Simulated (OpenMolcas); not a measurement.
**Single-point calculation, with input and output: BCl₂ (charge +1)**

The run: single-point calculation of BCl₂, charge +1. Method and program: MP2/STO-3G, RHF (OpenMolcas 26.06).

The geometry comes from this level: GFN2-xTB.

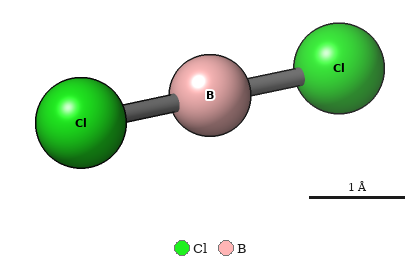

Figure 1. The input geometry (ball-and-stick view, seen at a tilt). Bond lengths as drawn: B–Cl 1.57 Å.

### Input
```
&GATEWAY
  BasLib
  $CurrDir
  BasisSet
  Cl.STO-3G....
  Cl1 -1.238380 0.766480 -0.591300 angstrom
  Cl3 1.237640 -0.767840 0.590740 angstrom
  End of Basis
  BasisSet
  B.STO-3G....
  B2 0.000740 0.001360 0.000550 angstrom
  End of Basis

&SEWARD

&SCF
  Charge
  1
  Thresholds
  1e-10 1e-07 1e-07 1e-05
  PrOrbitals
  1 1

&MBPT2
  Frozen
  11
```

Hardware: 1 thread of Intel Xeon (Sapphire Rapids), 16 GiB of memory available, shared host.

Command:
```bash
export MOLCAS_MEM=1860
pymolcas job.input > job.log
```

### Output
```
--- Start Module: gateway ---

                                              &GATEWAY

                       available to each process: 1.9 GB of memory, 1 thread

 Basis Set     1 Label: CL.STO-3G....
 Basis set is read from library:.
 basistype.tbl is not found

 Basis Set     2 Label: B.STO-3G....
 Basis set is read from library:.
 basistype.tbl is not found

++    Symmetry information:
      ---------------------

                    Character Table for C1

                             E
                    a        1  x, y, xy, Rz, z, xz, Ry, yz, Rx, I
--

++    Basis set information:
      ----------------------

      Basis set label: CL.STO-3G.........

      Electronic valence basis set:
      ------------------
      Associated Effective Charge  17.000000 au
      Associated Actual Charge     17.000000 au
      Nuclear Model: Point charge

      Shell  nPrim  nBasis  Cartesian Spherical Contaminant
         s       9       3        X
         p       6       2        X

      Basis set label: B.STO-3G.........

      Electronic valence basis set:
      ------------------
      Associated Effective Charge   5.000000 au
      Associated Actual Charge      5.000000 au
      Nuclear Model: Point charge

      Shell  nPrim  nBasis  Cartesian Spherical Contaminant
         s       6       2        X
         p       3       1        X
--

++    Molecular structure info:
      -------------------------

                    ************************************************
                    **** Cartesian Coordinates / bohr, angstrom ****
                    ************************************************

     Center  Label                x              y              z                     x              y              z
        1      CL1             -2.340199       1.448437      -1.117395             -1.238380       0.766480      -0.591300
        2      CL3              2.338801      -1.451007       1.116337              1.237640      -0.767840       0.590740
        3      B2               0.001398       0.002570       0.001039              0.000740       0.001360       0.000550

                    ***************************************
                    *    InterNuclear Distances / bohr    *
                    ***************************************

               1 CL1           2 CL3           3 B2
    1 CL1      0.000000
    2 CL3      5.940486        0.000000
    3 B2       2.970607        2.969886        0.000000

                    *******************************************
                    *    InterNuclear Distances / angstrom    *
                    *******************************************

               1 CL1           2 CL3           3 B2
    1 CL1      0.000000
    2 CL3      3.143570        0.000000
    3 B2       1.571978        1.571596        0.000000

                    **************************************
                    *    Valence Bond Angles / degree    *
                    **************************************
                          Atom centers                 Phi
                      1 CL1      3 B2       2 CL3      179.82
--

            Nuclear Potential Energy            105.88352184 au

--- Stop Module: gateway /rc=_RC_ALL_IS_WELL_ ---

--- Start Module: seward ---

                                              &SEWARD

                       available to each process: 1.9 GB of memory, 1 thread

               SEWARD will generate:
                  Multipole Moment integrals up to order  2
                  Kinetic Energy integrals
                  Nuclear Attraction integrals (point charge)
                  One-Electron Hamiltonian integrals
                  Velocity integrals
                  Orbital angular momentum around ( -0.0004  -0.0008  -0.0003 )
                  Velocity quadrupole around ( -0.0004  -0.0008  -0.0003 )
                  Two-Electron Repulsion integrals

                   Integrals are discarded if absolute value <: 1.00E-14
                   Integral cutoff threshold is set to       <: 1.00E-16

            Nuclear Potential Energy            105.88352184 au

      Basis set specifications :
      Symmetry species         a
      Basis functions           23

--- Stop Module: seward /rc=_RC_ALL_IS_WELL_ ---

--- Start Module: scf ---

                                                &SCF

                       available to each process: 1.9 GB of memory, 1 thread

++    Input section:
      --------------

      Header of the integral files:

      Cartesian coordinates in angstrom:
      -----------------------------------------------------
      No.  Label        X            Y            Z
      -----------------------------------------------------
       1   CL1       -1.23838000   0.76648000  -0.59130000
       2   CL3        1.23764000  -0.76784000   0.59074000
       3   B2         0.00074000   0.00136000   0.00055000
      -----------------------------------------------------
      Nuclear repulsion energy =  105.88352184
--

++    Orbital specifications:
      -----------------------

      Symmetry species               1
                                     a
      Frozen orbitals                0
      Aufbau                        19
      Start temperature = 0.500
      End temperature   = 0.010
      Temperature Factor= 0.460
      Deleted orbitals               0
      Total number of orbitals      23
      Number of basis functions     23
--

      Molecular charge                           1.000

++    Optimization specifications:
      ----------------------------

      SCF Algorithm: Conventional
      Minimized density differences are used
      Number of density matrices in core                 5
      Maximum number of NDDO SCF iterations            400
      Maximum number of HF SCF iterations              400
      Threshold for SCF energy change             1.00E-10
      Threshold for density matrix                1.00E-07
      Threshold for Fock matrix                   1.00E-07
      Threshold for linear dependence             1.00E-09
      Threshold at which DIIS is turned on        1.50E-01
      Maximum depth in the DIIS procedure                5
      Maximum depth in the BFGS Hessian update          30
      Threshold at which QNR/C2DIIS is turned on  7.50E-02
      Threshold for Norm(delta) (QNR/C2DIIS)      1.00E-05
      All orbitals punched on: SCFORB
--

      Input vectors read from INPORB
      Orbital file label: *Guess orbitals

++ Convergence information
                                   SCF        iterations: Energy and convergence statistics

Iter     Tot. SCF        One-elec.       Two-elec.     Energy      Max Dij or  Max Fij      DNorm      TNorm      AccCon     Time
         Energy          Energy          Energy        Change      Delta Norm                                                in Sec.
   1  -929.359249282 -1484.920618682   449.677847562   0.00E+00    1.17E-01*   5.61E-01*    1.16E+01   1.19E+02   None         0.
   2  -932.124259155 -1488.228773837   450.220992844  -2.77E+00*   3.91E-01*   2.33E-01*    5.26E+00   1.19E+02   EDIIS        0.
   3  -932.828466804 -1486.530610677   447.818622036  -7.04E-01*   1.12E-01*   8.94E-02*    2.59E+00   1.19E+02   EDIIS        0.
   4  -933.242883979 -1487.595469799   448.469063981  -4.14E-01*   1.47E-01*   7.18E-02*    8.25E-01   1.19E+02   EDIIS        0.
   5  -933.264880980 -1486.819232349   447.670829532  -2.20E-02*   7.81E-02*   3.80E-02*    3.17E-01   1.19E+02   EDIIS        0.
   6  -933.268668899 -1487.162634323   448.010443587  -3.79E-03*   3.07E-02*   1.86E-02*    6.74E-02   1.19E+02   EDIIS        0.

       Fermi aufbau procedure completed!
      nOcc=   19

   7  -933.269447255 -1487.002731209   447.849762115  -7.78E-04*   2.18E-03*   5.78E-03*    9.13E-03   1.19E+02   c2DIIS       0.
   8  -933.269652547 -1487.053898045   447.900723660  -2.05E-04*   6.25E-04*   4.62E-04*    3.60E-04   1.19E+02   QNRc2DIIS    0.
   9  -933.269653688 -1487.052565993   447.899390468  -1.14E-06*   5.61E-04*   1.55E-04*    6.15E-05   1.19E+02   QNRc2DIIS    0.
  10  -933.269653943 -1487.053466601   447.900290820  -2.56E-07*   5.97E-05*   3.08E-05*    1.60E-04   1.19E+02   QNRc2DIIS    0.
  11  -933.269653949 -1487.053275432   447.900099646  -5.56E-09*   4.55E-06    3.11E-06*    2.51E-04   1.19E+02   QNRc2DIIS    0.
  12  -933.269653949 -1487.053286448   447.900110661  -4.05E-11    1.94E-07    1.37E-07*    6.06E-03   1.19E+02   QNRc2DIIS    0.
  13  -933.269653949 -1487.053285751   447.900109965  -2.27E-13    3.22E-09    2.29E-09     1.13E-02   1.19E+02   QNRc2DIIS    0.

       Convergence after  13 Iterations
--

 *****************************************************************************************************************************
 *                                             SCF/KS-DFT Program, Final results                                             *
 *                                                       Final Results                                                       *
 *****************************************************************************************************************************

::    Total SCF energy                               -933.2696539488
      One-electron energy                           -1487.0532857514
      Two-electron energy                             447.9001099646
      Nuclear repulsion energy                        105.8835218380
      Kinetic energy (interpolated)                   915.1288230056
      Virial theorem                                    1.0198232538
      Total spin, S(S+1)                                0.0000000000
      Total spin, S                                     0.0000000000
      Max non-diagonal density matrix element           0.0000000034
      Max non-diagonal Fock matrix element              0.0000000001

      All orbitals with orbital energies smaller than  E(LUMO)+0.5 are printed

++    Molecular orbitals:
      -------------------

      Title: SCF orbitals

      Molecular orbitals for symmetry species 1: a

          Orbital            1         2         3         4         5         6         7         8         9        10
          Energy         -104.1874 -104.1872  -10.8464  -10.8462   -8.2907   -8.2905   -8.2843   -8.2843   -8.2840   -8.2840
          Occ. No.          2.0000    2.0000    2.0000    2.0000    2.0000    2.0000    2.0000    2.0000    2.0000    2.0000

          Orbital           11        12        13        14        15        16        17        18        19        20
          Energy           -7.9689   -1.4531   -1.4245   -0.9296   -0.8831   -0.8391   -0.8391   -0.7521   -0.7521   -0.1240
          Occ. No.          2.0000    2.0000    2.0000    2.0000    2.0000    2.0000    2.0000    2.0000    2.0000    0.0000

          Orbital           21        22
          Energy           -0.1240    0.0376
          Occ. No.          0.0000    0.0000

--

++    Molecular charges:
      ------------------

      Mulliken charges per centre and basis function type
      ---------------------------------------------------

                CL1     CL3     B2
      1s       5.9549  5.9549  2.7657
      2px      3.4728  3.4742  0.6339
      2pz      3.7094  3.7098  0.4854
      2py      3.6628  3.6608  0.5154
      Total   16.7999 16.7997  4.4004

      N-E      0.2001  0.2003  0.5996

      Total electronic charge=   38.000000

      Total            charge=    1.000000
--

++    Molecular properties:
      ---------------------

      Charge (e):
                      =    1.0000
      Dipole Moment (debye):
      Origin of the operator (angstrom)=   -0.0002   -0.0004   -0.0002
                   X=  5.2924E-03               Y=  7.2861E-03               Z=  3.6889E-03           Total=  9.7316E-03
      Center of Charge (angstrom)
                     X=    0.00088282               Y=    0.00111437               Z=    0.00060090
      Quadrupole Moment (debye*angstrom):
      Origin of the operator (angstrom)=   -0.0002   -0.0004   -0.0002
                  XX= -2.4235E+01              XY= -1.1510E+00              XZ=  8.8671E-01              YY= -2.5380E+01
                  YZ= -5.4946E-01              ZZ= -2.5670E+01
      In traceless form (debye*angstrom)
                  XX=  1.2891E+00              XY= -1.7264E+00              XZ=  1.3301E+00              YY= -4.2711E-01
                  YZ= -8.2419E-01              ZZ= -8.6201E-01
--

--- Stop Module: scf /rc=_RC_ALL_IS_WELL_ ---

--- Start Module: mbpt2 ---

                                               &MBPT2

                       available to each process: 1.9 GB of memory, 1 thread

WARNING!
Default frozen orbitals as non valence orbitals is overwritten by user input.
Default values:  11

      Cartesian coordinates in angstrom:
      -----------------------------------------------------
      No.  Label        X            Y            Z
      -----------------------------------------------------
       1   CL1       -1.23838000   0.76648000  -0.59130000
       2   CL3        1.23764000  -0.76784000   0.59074000
       3   B2         0.00074000   0.00136000   0.00055000
      -----------------------------------------------------
      Nuclear repulsion energy =  105.88352184

      Contents of RUNFILE file:
      -------------------------

      Symmetry species                           1
                                                 a
      Number of basis functions                 23
      Frozen occupied orbitals                  11
      Active occupied orbitals                   8
      Active external orbitals                   4
      Deleted external orbitals                  0

      Reference numbers of frozen occupied orbitals according to the original input sequence
      symmetry species 1                        1  2  3  4  5  6  7  8  9 10 11

      Energies of the active occupied orbitals

      symmetry species 1                    -1.453115     -1.424468     -0.929575     -0.883062     -0.839075
                                            -0.839075     -0.752062     -0.752062

      Energies of the active external orbitals

      symmetry species 1                    -0.123966     -0.123964      0.037561      0.442377

      ********************************************************************************************************
      *                                               Results                                                *
      ********************************************************************************************************

 Conventional algorithm used...

       SCF energy                           =     -933.2696539488 a.u.
       Second-order correlation energy      =       -0.0755793301 a.u.

       Total energy                         =     -933.3452332789 a.u.
       Reference weight ( Cref**2 )         =        0.95857

::    Total MBPT2 energy                             -933.3452332789

       Zeroth-order energy (E0)             =     -485.3695439843 a.u.

       Shanks-type energy S1(E)             =     -933.3452460344 a.u.

       Data processing and timing information:

       Section                                              time(sec)
                                                          CPU  Elapsed

      Input data processing                              0.03      0.03
      Transformation of integrals                        0.00      0.01
      MBPT2 calculations (BJAI)                          0.00      0.00
      Total MBPT2 calculations                           0.03      0.04

--- Stop Module: mbpt2 /rc=_RC_ALL_IS_WELL_ ---

.##################.
.# Happy landing! #.
.##################.

    Timing: Wall=1.44 User=1.09 System=0.31
```

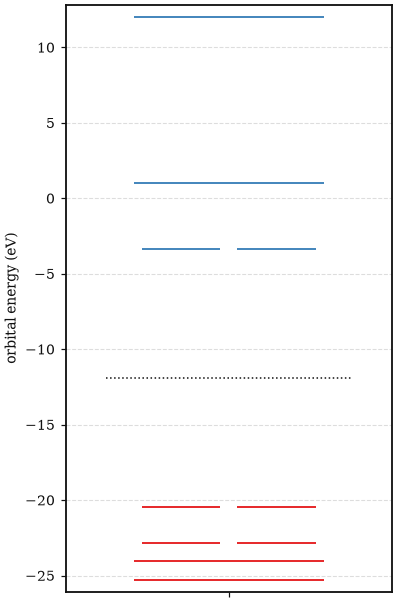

Figure 2. Orbital energies near the frontier (SCF reference); the dotted line parts filled from empty levels, and levels within 0.02 eV of each other stand side by side. Highest filled −20.46 eV, lowest empty −3.37 eV, 17.09 eV apart.

### Key numbers

| quantity | value |
| --- | --- |
| outcome | converged |
| total energy | −933.345233 hartree |
| SCF energy | −933.269654 hartree |
| MP2 energy | −933.345233 hartree |
| correlation energy | −0.075579 hartree |
| basis functions | 23 |
| HOMO of the SCF reference | −20.46 eV |
| LUMO of the SCF reference | −3.37 eV |
| wall time | 1.6 s |
| peak memory | 0.37 GiB |
